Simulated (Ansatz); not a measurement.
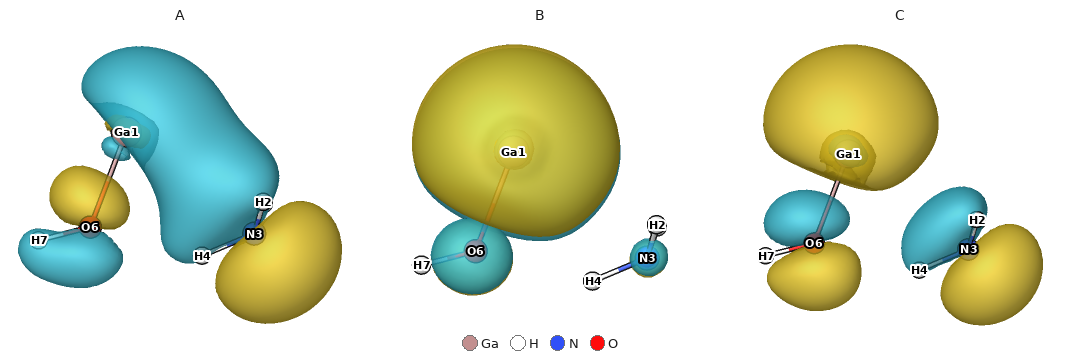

*GaHO···NH3. Three frontier orbitals at ±0.08 Å⁻³ᐟ² (yellow and cyan are the two phases), in no order.*

Theory: Ansatz 0.2.0, RKS PBE0/def2-SVP.

```xyz
7

Ga   -0.6703    0.9005    0.4702
H     1.8520   -0.1970    1.3881
N     2.0625   -0.1818    0.3952
H     1.3354   -0.6501   -0.1449
H     2.2026    0.7715    0.0759
O    -0.6836   -0.5728   -0.6168
H    -1.4576   -0.9170   -1.0737
```

Which picture is the HOMO−1, the HOMO and the LUMO?

A is the HOMO−1 (−7.83 eV). Its weight (Hirshfeld) is mainly on N3 (about 55 %), Ga1 (about 25 %) and O6 (about 10 %). C is the HOMO (−6.49 eV). By Hirshfeld shares it lies mainly on Ga1 (about 50 %), N3 (about 25 %) and O6 (about 15 %). B is the LUMO (−0.89 eV). Its weight (Hirshfeld) is mainly on Ga1 (about 85 %) and O6 (about 10 %).

What is the HOMO–LUMO gap?

5.60 eV between the orbital energies.
